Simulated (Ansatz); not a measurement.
Results of rVV10 (Ansatz, an electronic-structure program, plane waves, PAW) for cubic perovskite BaTiO₃ (cubic high-temperature phase).

Numerical settings: plane-wave cutoff 520 eV, 8×8×8 k mesh, Fermi–Dirac smearing 0.01 eV, no spin polarisation, scalar-relativistic PAW data made under PBE.

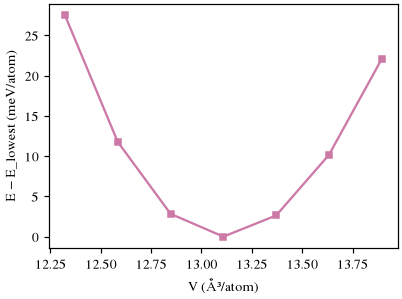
Fig. 1. Total energy against volume

Task: From the curve, estimate the equilibrium volume and the bulk modulus.

Result: V0 ≈ 13.1 Å³/atom and B0 ≈ 170 GPa; the fit gives V0 = 13.109 Å³/atom, B0 = 167 GPa, B′ = 4.5.

Measured, for comparison: bulk modulus 162 GPa (temperature not stated, not corrected to a static lattice, our sources range from 162 to 173; as tabulated in Matsushita et al. (2011), arXiv:1104.2769). Computed (rounded) less measured: bulk modulus +3 % (inside the range of the sources held).

Note: the relaxation could not lower the start's symmetry, so the cell can be a saddle point above a distorted one.

Spin–orbit coupling is not included.

Static lattice: no zero-point or thermal effects.
